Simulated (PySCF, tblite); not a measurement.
# C3H4FPSSi: geometry, infrared bands and NMR shifts

Aim: predict the infrared bands and NMR shifts of C3H4FPSSi (`Fc1csc([SiH3])p1`).

The runs use tblite 0.8.0 and PySCF 2.14.0, with density-fitted response routines of our own; the level of theory stands in each step. All values are computed, except where a source is named. Atoms count from 0, in the outputs and in this text.

## (1) The molecule as given

11 atoms, charge 0, multiplicity 1; geometry from: force field or distance geometry start.

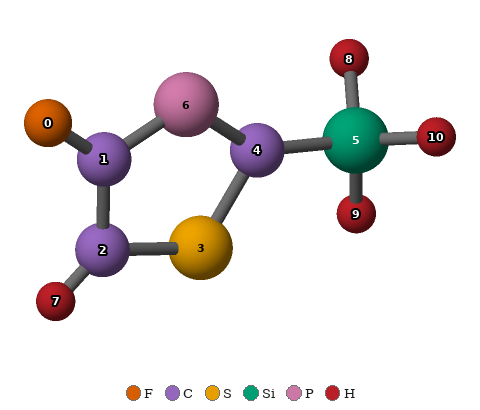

As it starts; fluorine orange, carbon purple, sulfur amber, silicon teal, phosphorus pink, hydrogen red, atoms numbered; sticks join atoms by distance.

## (2) Optimising the geometry with GFN2-xTB

What the job is given:

```
{"job": {"kind": "relax", "xc": "GFN2-xTB", "basis": "xTB"}, "charge": 0, "multiplicity": 1}
F      3.304800     1.413100     0.608600
C      2.231700     0.669000     0.222500
C      2.154200    -0.673300    -0.558500
S      0.344900    -1.016700    -0.658000
C     -0.614500     0.175200     0.145400
Si    -2.425900    -0.060300     0.119100
P      0.761200     1.141800     0.615700
H      2.970100    -1.242200    -0.960800
H     -2.909100     0.060800     1.494000
H     -2.693800    -1.423900    -0.358200
H     -3.118000     0.959300    -0.695800
```

Launch:

```console
$ OMP_NUM_THREADS=1 python probes_run.py task.json out
```

The driver reads the jobs from task.json and runs them one after another.

**Question.** This job is followed by: GFN2-xTB harmonic vibrations, gas phase; GIAO PBE0/pcSseg-1 NMR shielding, non-relativistic, gas phase. What will the session give for the following? strongest single infrared mode (GFN2-xTB); zero-point energy (GFN2-xTB); 13C shifts against TMS (PBE0/pcSseg-1); 1H shifts against TMS (PBE0/pcSseg-1, means over atoms taken as alike); 19F shifts against CFCl3 (PBE0/pcSseg-1); 33S shifts against CS2 (PBE0/pcSseg-1); 29Si shifts against TMS (PBE0/pcSseg-1); 31P shifts against H3PO4 (PBE0/pcSseg-1).

As calculated:

| quantity | value |
| --- | --- |
| strongest single infrared mode (GFN2-xTB) | 782 cm⁻¹, 508 km/mol |
| zero-point energy (GFN2-xTB) | 34.8 kcal/mol |
| 13C shifts against TMS (PBE0/pcSseg-1) | 200.5, 175.4, 133.0 ppm |
| 1H shifts against TMS (PBE0/pcSseg-1, means over atoms taken as alike) | 7.93, 4.83 ppm |
| 19F shifts against CFCl3 (PBE0/pcSseg-1) | -120.4 ppm |
| 33S shifts against CS2 (PBE0/pcSseg-1) | 320 ppm |
| 29Si shifts against TMS (PBE0/pcSseg-1) | -72.8 ppm |
| 31P shifts against H3PO4 (PBE0/pcSseg-1) | 226.0 ppm |

What this shows: The optimisation took 33 steps and gained 3.177 eV; among the close pairs (by a distance rule), C1–C2 changed most, from 1.555 to 1.355 Å. The lowest mode is imaginary (39i cm⁻¹), so the xTB geometry is not a minimum. The strongest single mode, at 782 cm⁻¹, is spread over several atoms, H10, H8, H9 among them. GFN2-xTB is a fitted tight-binding method: band positions and strengths are rough. Its intensities can rank the bands wrongly. At PBE0/pcSseg-1: The largest span, 642 ppm, is at P6, where the paramagnetic term is -875 ppm. NICS(1)zz of -24 ppm above the planar ring from C1 marks a diatropic (aromatic) ring current.
